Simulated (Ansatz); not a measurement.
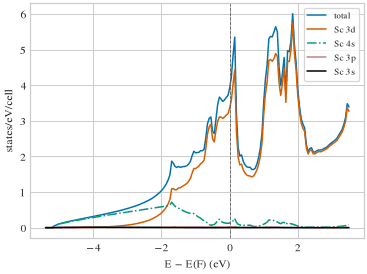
Fig. 1. Total and projected density of states of Sc (hcp (Mg type), space group No. 194), plane-wave PAW PBEsol (Ansatz code)

Problem. Which orbitals carry the states next to the Fermi level?

Solution. Within 0.5 eV of the Fermi level: Sc 3d 86 %, outside the projected shells 9 %. Projections are on Löwdin-orthogonalised atomic valence shells; empty p or d shells of many metals are not among them.

Space group P6_3/mmc (hcp (Mg type)). The PBEsol relaxation kept the symmetry of its start. No spin polarisation was allowed.

Potentials: the later of the program's two PAW sets.
